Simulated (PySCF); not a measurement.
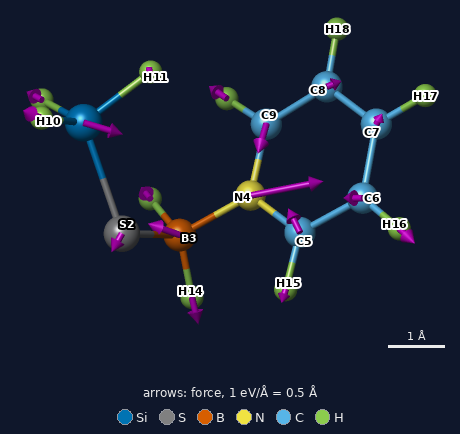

Starting geometry of C5H10BNSSi with the computed forces as purple arrows. A ball-and-stick model, seen face on.

The start comes from GFN2-xTB. Its atoms were then displaced at random by about 0.01 Å.

These are results of PBE0-D3(BJ)/def2-SVP geometry optimisation, gas phase (PySCF), not measurements. 

> Is this structure relaxed? If not, where do the atoms go?

It isn't relaxed: the largest force vector, on the N atom, is 2.70 eV/Å. The final displacements have little in common with the starting forces (cosine between the two patterns 0.00). The largest move after the best rigid fit is that of an H atom, 1.45 Å. Largest moves by element: H 1.45 Å, C 0.86 Å, Si 0.69 Å, S 0.56 Å, B 0.46 Å, N 0.28 Å. Among the contacts that change: B–N 1.518 → 1.617 Å, H–Si 1.438 → 1.495 Å, B–H 1.174 → 1.220 Å, B–S 1.943 → 1.910 Å. Bond angles that change, for instance: S–B–N 101.3° → 111.1°, Si–S–B 103.2° → 97.1°, B–N–C 123.0° → 117.3°. Groups turn about B–N by about 55°. After 15 geometry steps the energy has fallen by 0.315 eV.
